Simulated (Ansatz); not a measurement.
# Molecular dynamics of C$_{2}$H$_{10}$AlNS (part 3 of 3)

Continued. System: C$_{2}$H$_{10}$AlNS. Method: UHF/6-31G* (Ansatz 0.2.0). It belongs to a series of runs on one base structure; here: dynamics from the highest image of the converged band.

Geometry of the input (Å):
```
Al 0.5107  -1.5220  -0.5099
S  1.6836  0.1401  -2.0507
H  -0.4506  -2.3675  -1.4388
H  1.6448  -2.1304  0.4131
H  0.7263  0.5840  -0.9965
N  -0.2381  0.1018  0.1334
C  -1.6183  0.4328  -0.1892
C  0.1494  0.6095  1.4406
H  2.7859  0.3337  -1.3356
H  -2.3235  -0.0363  0.4957
H  -1.7792  1.5077  -0.1438
H  -1.8623  0.1011  -1.1922
H  1.1946  0.3964  1.6351
H  0.0111  1.6873  1.4946
H  -0.4343  0.1620  2.2440
```

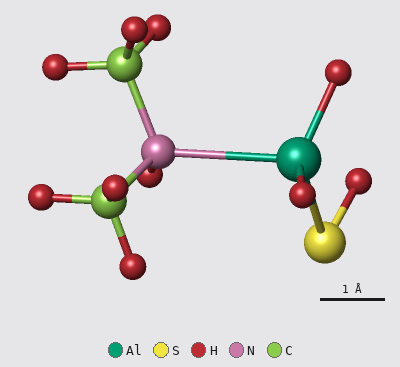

Fig. 1: The geometry at step 108 of the log (ball-and-stick view, seen at a tilt).

### Trajectory as extended XYZ (Å, eV, eV/Å), 14 of the 201 frames kept, from step=0 to step=200
```
15
Properties=species:S:1:pos:R:3:forces:R:3 step=0 time_fs=0.0 energy=-21099.59682 temperature=300.0
Al    0.5107   -1.5220   -0.5099   -0.0008   0.0004   0.0006
S     1.6836    0.1401   -2.0507    0.0014   0.0002  -0.0008
H    -0.4506   -2.3675   -1.4388    0.0000   0.0002  -0.0001
H     1.6448   -2.1304    0.4131    0.0000  -0.0003   0.0001
H     0.7263    0.5840   -0.9965   -0.0009   0.0004   0.0008
N    -0.2381    0.1018    0.1334   -0.0010   0.0030   0.0016
C    -1.6183    0.4328   -0.1892   -0.0011  -0.0025  -0.0008
C     0.1494    0.6095    1.4406   -0.0003  -0.0027   0.0000
H     2.7859    0.3337   -1.3356    0.0000   0.0000  -0.0001
H    -2.3235   -0.0363    0.4957   -0.0001   0.0001   0.0001
H    -1.7792    1.5077   -0.1438    0.0010   0.0010   0.0001
H    -1.8623    0.1011   -1.1922    0.0005  -0.0005  -0.0002
H     1.1946    0.3964    1.6351    0.0012  -0.0004  -0.0008
H     0.0111    1.6873    1.4946   -0.0003   0.0013  -0.0012
H    -0.4343    0.1620    2.2440    0.0003  -0.0001   0.0009
15
Properties=species:S:1:pos:R:3:forces:R:3 step=15 time_fs=7.5 energy=-21099.40982 temperature=189.6
Al    0.5375   -1.5067   -0.5165   -0.1670  -0.2495   0.0163
S     1.6764    0.1276   -2.0547   -0.4331  -0.4333  -0.5394
H    -0.4511   -2.3396   -1.4207   -0.0116  -0.0432  -0.1200
H     1.5161   -2.1765    0.5292    0.1939   0.0540  -0.0658
H     0.6586    0.5653   -0.9412   -0.3420   0.0071   1.1105
N    -0.2542    0.0992    0.1348    0.3890   1.0281   0.4548
C    -1.6503    0.4455   -0.2263    0.9218   0.0188   0.5284
C     0.1632    0.5954    1.5008   -0.6802   0.7139  -1.6362
H     2.8622    0.2921   -1.5115    0.2369   0.1693   0.4355
H    -2.3459   -0.0699    0.4181   -0.2777  -0.1209  -0.0254
H    -1.8392    1.5054   -0.1633    0.1572   0.3469   0.3963
H    -1.8398    0.2092   -1.2531   -0.0551  -0.5604  -0.3833
H     1.2032    0.4704    1.6576    0.9703  -0.6801  -0.1150
H     0.0539    1.6773    1.5391   -0.5364  -0.0715   0.0932
H    -0.3507    0.1402    2.3350   -0.3661  -0.1793  -0.1499
15
Properties=species:S:1:pos:R:3:forces:R:3 step=31 time_fs=15.5 energy=-21100.20389 temperature=660.0
Al    0.5672   -1.4969   -0.5275    0.9326  -0.3781  -1.5219
S     1.6683    0.1061   -2.0652    0.5971  -0.8187   0.3561
H    -0.4731   -2.3312   -1.4442    0.1354   0.2450   0.4422
H     1.4642   -2.1838    0.6130   -0.1704   0.2106  -0.1462
H     0.2667    0.6405   -0.2939    6.2097   6.5946  -6.9248
N    -0.2600    0.1340    0.1584   -6.9741  -5.2465   6.9456
C    -1.6565    0.4620   -0.2553    0.3853  -0.4313   0.6465
C     0.1756    0.5951    1.5088   -1.5589  -0.9978   0.2917
H     2.9109    0.2903   -1.5711   -0.5281  -0.1946  -0.1376
H    -2.3874   -0.1175    0.2936    0.2805  -0.0378   0.3394
H    -1.8209    1.5123   -0.0544   -0.2284   0.0344  -0.4324
H    -1.7885    0.1703   -1.2881    0.1797   0.5244  -0.0908
H     1.2249    0.3485    1.5893   -0.0180   0.5457   0.1967
H    -0.0888    1.6412    1.6248    0.5945   0.0313  -0.0260
H    -0.3730    0.0514    2.2681    0.1632  -0.0812   0.0615
15
Properties=species:S:1:pos:R:3:forces:R:3 step=46 time_fs=23.0 energy=-21100.91424 temperature=1074.9
Al    0.6109   -1.4903   -0.5624    0.5267   1.4176  -0.6917
S     1.6655    0.0720   -2.0742   -0.0236  -0.8466   0.0506
H    -0.4934   -2.2623   -1.3263   -0.4177  -0.2994  -0.2325
H     1.3849   -2.1085    0.6473    0.3119  -0.1086   0.1724
H     0.1540    0.9486   -0.3474    0.1490  -2.0683   0.6165
N    -0.3021    0.1970    0.2258    1.4279   2.1932  -3.5451
C    -1.6492    0.4631   -0.2507   -1.3890   0.1663   0.5111
C     0.1319    0.5635    1.5226    0.8073  -0.0743   2.5107
H     2.8973    0.2254   -1.6088    0.0927  -0.0785   0.1176
H    -2.3592   -0.1760    0.2811    0.0011   0.2665  -0.5341
H    -1.9058    1.5206   -0.0983   -0.0584  -0.4819   0.2089
H    -1.6641    0.3066   -1.3395   -0.1398  -0.2989   0.7940
H     1.2348    0.4196    1.5919   -1.1150  -0.0960  -0.0856
H    -0.0268    1.6199    1.7299   -0.4129  -0.1612   0.1517
H    -0.3484   -0.0737    2.2718    0.2399   0.4700  -0.0446
15
Properties=species:S:1:pos:R:3:forces:R:3 step=62 time_fs=31.0 energy=-21100.02533 temperature=557.0
Al    0.6643   -1.4589   -0.6126   -1.2690   0.1973   0.5261
S     1.6648    0.0208   -2.0832   -0.0692  -0.5127  -0.5818
H    -0.6138   -2.2785   -1.2700    0.8084   0.3541   0.1921
H     1.4350   -2.0498    0.6878    0.0539   0.1556  -0.6123
H     0.4122    0.9046   -0.6366   -2.9871  -2.0369   4.1539
N    -0.3229    0.2893    0.2249    3.5752   0.8225  -2.9650
C    -1.6830    0.4716   -0.2150   -0.7262   0.0754  -0.7426
C     0.0855    0.5432    1.6149    0.6007   0.6185  -0.4321
H     2.8826    0.1083   -1.6022    0.4764   0.0380   0.2495
H    -2.4139   -0.2479    0.1594    0.5606   0.0257   0.3385
H    -2.0681    1.4703   -0.0381    0.0954   0.0839   0.1492
H    -1.6298    0.3110   -1.2865   -0.4826   0.1734  -0.0074
H     1.1673    0.4228    1.6165   -0.2350   0.0810   0.3259
H    -0.1373    1.5565    1.9262   -0.1394   0.1146  -0.0250
H    -0.3218   -0.1341    2.3615   -0.2621  -0.1905  -0.5689
15
Properties=species:S:1:pos:R:3:forces:R:3 step=77 time_fs=38.5 energy=-21100.46987 temperature=820.6
Al    0.6970   -1.4208   -0.6540   -0.3471   1.2802   0.6428
S     1.6695   -0.0363   -2.0979    1.3507   0.0699  -0.6117
H    -0.4888   -2.2103   -1.1752   -0.8676  -0.6712  -0.4993
H     1.5585   -1.9493    0.5207    0.4685  -0.2099   0.4176
H     0.4941    1.0821   -0.2621   -4.4791  -2.9687   1.1193
N    -0.3125    0.3258    0.2112    4.6998   3.3099  -0.2054
C    -1.7381    0.4897   -0.2054    1.4699  -0.1938   0.6418
C     0.0532    0.5512    1.6908   -2.4206  -0.9786  -1.8223
H     2.9042   -0.0103   -1.5508   -0.4951  -0.0298  -0.2934
H    -2.2672   -0.3384    0.2197   -0.3701  -0.1711   0.3981
H    -2.1651    1.4236    0.1063   -0.0993   0.3309   0.1271
H    -1.8140    0.3692   -1.2634    0.1507   0.2073  -0.5577
H     1.0974    0.4415    1.7831    0.9886   0.1572   0.0835
H    -0.3185    1.4893    2.0778    0.1362   0.1874  -0.1657
H    -0.4173   -0.2529    2.2107   -0.1856  -0.3199   0.7251
15
Properties=species:S:1:pos:R:3:forces:R:3 step=92 time_fs=46.0 energy=-21100.55767 temperature=863.7
Al    0.7190   -1.3674   -0.6826   -0.9173  -0.7264   1.1788
S     1.6888   -0.0927   -2.1256    0.7452   0.6297  -1.4478
H    -0.5680   -2.3133   -1.2218    0.8134   0.6982   0.4836
H     1.8103   -1.9048    0.4445   -0.7340   0.2003  -0.4117
H    -0.0273    1.1176   -0.1934    4.0759   6.3908  -3.5013
N    -0.2593    0.3835    0.2538   -4.4956  -5.8331   2.4528
C    -1.7499    0.4935   -0.1731    0.7715  -0.4397   2.3849
C    -0.0375    0.5154    1.7104   -0.4673   0.5401  -0.0434
H     2.8797   -0.1331   -1.5485    0.1655   0.0680   0.0159
H    -2.1803   -0.3452    0.3321   -0.9102  -0.4312  -0.5367
H    -2.2080    1.3867    0.2629    0.4184  -0.0904  -0.1268
H    -1.9180    0.5210   -1.2439    0.5909  -0.4486   0.1811
H     1.0180    0.5477    1.9500    0.0236  -0.3256  -0.3675
H    -0.4514    1.4458    2.1195   -0.1886  -0.4083  -0.2850
H    -0.4935   -0.3376    2.2027    0.1086   0.1763   0.0231
15
Properties=species:S:1:pos:R:3:forces:R:3 step=108 time_fs=54.0 energy=-21100.72983 temperature=968.8
Al    0.7248   -1.3172   -0.6889   -0.0467   0.9166   0.8501
S     1.7257   -0.1417   -2.1810    0.3653   0.8595  -1.6603
H    -0.4218   -2.1959   -1.1007   -1.2843  -0.7094  -0.2916
H     1.8122   -1.8081    0.2761    0.4054  -0.3072   0.9334
H     0.0986    1.1904   -0.0775    3.0554   5.9149  -2.9719
N    -0.2761    0.4485    0.2610   -4.2599  -8.2861   4.1315
C    -1.7206    0.4667   -0.0468   -0.4181   0.6957  -1.9819
C    -0.1517    0.4869    1.7233    1.2884   0.0286   0.7180
H     2.8871   -0.2224   -1.5760    0.5165   0.0617   0.1388
H    -2.3698   -0.4043    0.1914    1.4526   0.5202   0.4975
H    -2.1375    1.3784    0.4006   -0.2260  -0.4845  -0.3616
H    -1.7594    0.5219   -1.1454   -0.4324   0.3373   0.5591
H     0.9281    0.5520    1.9719   -1.0064   0.1491   0.0531
H    -0.7083    1.3483    2.0970    0.4059  -0.0937   0.1976
H    -0.5500   -0.4044    2.2359    0.1842   0.3973  -0.8117
15
Properties=species:S:1:pos:R:3:forces:R:3 step=123 time_fs=61.5 energy=-21100.83861 temperature=1037.1
Al    0.7228   -1.2627   -0.6749   -0.8629  -0.9075   1.1379
S     1.7730   -0.1742   -2.2577    0.8389   0.3303  -0.3829
H    -0.6192   -2.2180   -1.0293    0.8938   0.7036   0.1881
H     1.8400   -1.7971    0.4299   -0.7024   0.3192  -0.3714
H     0.3801    1.2480   -0.0217   -3.4820  -2.3985   0.2610
N    -0.3262    0.4350    0.3007    5.3684   2.0660   0.4699
C    -1.6982    0.4781    0.0094   -1.9533  -0.1833  -2.3023
C    -0.2353    0.4713    1.7514    1.0676  -1.2327   0.5948
H     2.9648   -0.2624   -1.6312   -0.4623   0.0914  -0.3569
H    -2.1381   -0.5012    0.3025    0.2071   1.1094  -0.3239
H    -2.2199    1.3020    0.4662   -0.1153   0.0968   0.4687
H    -1.8054    0.6272   -1.0577   -0.3978  -0.3780  -0.1120
H     0.7959    0.6032    2.0757   -0.2566  -0.2577  -0.0292
H    -0.8286    1.2569    2.1710   -0.3076   0.4035   0.1506
H    -0.6164   -0.4921    2.0767    0.1645   0.2376   0.6076
15
Properties=species:S:1:pos:R:3:forces:R:3 step=138 time_fs=69.0 energy=-21100.05764 temperature=577.2
Al    0.7076   -1.2185   -0.6408    0.4004   1.1286   0.2389
S     1.8274   -0.2007   -2.3443   -0.4014  -0.1706   0.1277
H    -0.5581   -2.0161   -0.9208   -0.8475  -0.6123  -0.4934
H     1.6321   -1.6840    0.5110    0.5362  -0.2356   0.4504
H     0.0648    1.3707   -0.2924   -0.2112  -3.8292   4.1240
N    -0.2850    0.4041    0.3813   -0.3588   5.2886  -6.2665
C    -1.7380    0.5044   -0.0134    0.6041  -1.3452   1.6992
C    -0.2878    0.4319    1.8123    0.1733   0.6690   0.8085
H     3.0144   -0.2652   -1.7607    0.1494   0.0559   0.0507
H    -2.0171   -0.4308    0.3482   -1.7485  -1.6414  -0.1543
H    -2.2772    1.1899    0.6122    0.1469   0.8705  -0.1661
H    -2.0024    0.6090   -1.0376    0.5674   0.1258  -0.7273
H     0.6737    0.5702    2.2130    1.2465   0.1302   0.2916
H    -0.9375    1.1898    2.2323   -0.0100   0.1284  -0.1351
H    -0.6356   -0.5206    2.1471   -0.2468  -0.5628   0.1516
15
Properties=species:S:1:pos:R:3:forces:R:3 step=154 time_fs=77.0 energy=-21100.36078 temperature=755.4
Al    0.6948   -1.1571   -0.5976   -0.1915   0.1078  -0.0970
S     1.8803   -0.2318   -2.4327   -1.0802  -0.4567   0.7780
H    -0.6990   -1.9763   -1.0092    0.9213   0.3176   0.0817
H     1.5753   -1.6330    0.7056   -0.1401   0.0766  -0.6774
H     0.3099    1.4207    0.2915   -3.3876  -3.8073  -1.1635
N    -0.3108    0.4228    0.3540    1.6718   2.6889   3.0665
C    -1.7912    0.4503    0.0099    1.0898   3.0589  -1.1447
C    -0.3040    0.3911    1.9166   -0.8141  -0.1353  -1.6291
H     3.0829   -0.2379   -1.9027    0.4340   0.0062   0.2316
H    -2.3704   -0.4333    0.1674    0.6873  -0.7538   0.8508
H    -2.2033    1.3071    0.5733   -0.2286  -0.7458  -0.6372
H    -1.8924    0.6339   -1.0580    0.0884   0.2395   0.2199
H     0.6798    0.5399    2.3117    0.3329   0.1682  -0.0705
H    -1.0133    1.1682    2.2412    0.7412  -0.3939   0.0826
H    -0.6664   -0.5616    2.2444   -0.1245  -0.3709   0.1083
15
Properties=species:S:1:pos:R:3:forces:R:3 step=169 time_fs=84.5 energy=-21101.13334 temperature=1203.2
Al    0.6834   -1.0928   -0.5611    0.7196   0.4549  -1.0526
S     1.9179   -0.2682   -2.4999   -0.2907  -0.3002   1.5041
H    -0.5540   -1.8876   -1.1072   -0.2003  -0.2124  -0.0677
H     1.5413   -1.5872    0.6607    0.2898  -0.1121   0.0910
H    -0.0232    1.2834    0.1694    1.2792   2.0700  -0.4166
N    -0.3620    0.4238    0.4375   -2.1188  -2.2952   1.8932
C    -1.7942    0.4624   -0.0036   -0.0662   0.2684  -0.5404
C    -0.3192    0.3325    1.9554    0.8076   1.0862  -0.5977
H     3.1717   -0.2016   -2.0010   -0.6034  -0.0070  -0.1086
H    -2.3272   -0.5039    0.2291    0.8356   1.4923  -0.5739
H    -2.3225    1.3385    0.4129    0.3201  -0.8019   0.3935
H    -1.7356    0.7171   -1.0675   -0.4887  -0.9378   0.2173
H     0.7096    0.5370    2.3076   -0.7470  -0.6357  -0.3653
H    -0.9311    1.1480    2.3541   -0.0310  -0.4966  -0.0480
H    -0.6885   -0.6350    2.3044    0.2942   0.4272  -0.3283
15
Properties=species:S:1:pos:R:3:forces:R:3 step=185 time_fs=92.5 energy=-21100.08055 temperature=595.8
Al    0.6862   -1.0146   -0.5431    0.8013  -0.7159  -1.3432
S     1.9446   -0.3131   -2.5470   -0.9109  -0.1027   1.4603
H    -0.4789   -1.8908   -1.2466    0.1109   0.3133   0.4430
H     1.6396   -1.5821    0.6232   -0.1967   0.2582  -0.1496
H    -0.1103    1.1395    0.2300    5.6509   9.8936  -3.1585
N    -0.4529    0.4196    0.5480   -3.3001  -8.1920   0.5956
C    -1.7749    0.5097   -0.0401   -1.5685  -4.3656   1.1175
C    -0.3258    0.3036    1.9635    0.7777  -1.5773   1.2915
H     3.1755   -0.1503   -2.0693   -0.0674   0.0457   0.1211
H    -2.2087   -0.4858    0.1989   -0.2656   0.8641  -0.3149
H    -2.4037    1.2042    0.4494   -0.3576   1.2668  -0.0372
H    -1.7686    0.4917   -1.1183    0.2862   0.8798   0.0155
H     0.7403    0.3327    2.2321   -0.7137   0.3599  -0.0978
H    -0.9027    1.0158    2.5086   -0.2088   0.6928   0.2388
H    -0.6570   -0.6929    2.2737   -0.0376   0.3794  -0.1823
15
Properties=species:S:1:pos:R:3:forces:R:3 step=200 time_fs=100.0 energy=-21100.61257 temperature=901.4
Al    0.7067   -0.9490   -0.5534    0.5497  -0.6515  -1.3283
S     1.9541   -0.3570   -2.5661   -1.2521  -0.0281   1.2270
H    -0.4661   -1.8232   -1.2159    0.0203   0.1493   0.3540
H     1.6954   -1.4797    0.5831   -0.1141   0.2301   0.0301
H     0.2119    1.3076    0.4562   -3.4686  -2.0793  -0.8725
N    -0.4864    0.4421    0.5562    4.4529   1.8527   0.2051
C    -1.8203    0.4624   -0.0349    0.5652   2.5582  -0.6438
C    -0.3356    0.2488    2.0175   -0.8768  -1.1132  -0.8687
H     3.1425   -0.0846   -2.0712    0.3712   0.1211   0.2376
H    -2.3528   -0.4282    0.1184   -0.2284  -1.2213   0.5139
H    -2.3899    1.3054    0.3218   -0.2707   0.0886   0.3057
H    -1.7058    0.6029   -1.0980   -0.0560  -0.1067  -0.1486
H     0.7079    0.2776    2.1942    0.7293  -0.0304   0.5297
H    -0.8416    0.9835    2.6124   -0.3246   0.3795   0.0150
H    -0.7009   -0.7375    2.2446   -0.0974  -0.1490   0.4439
```
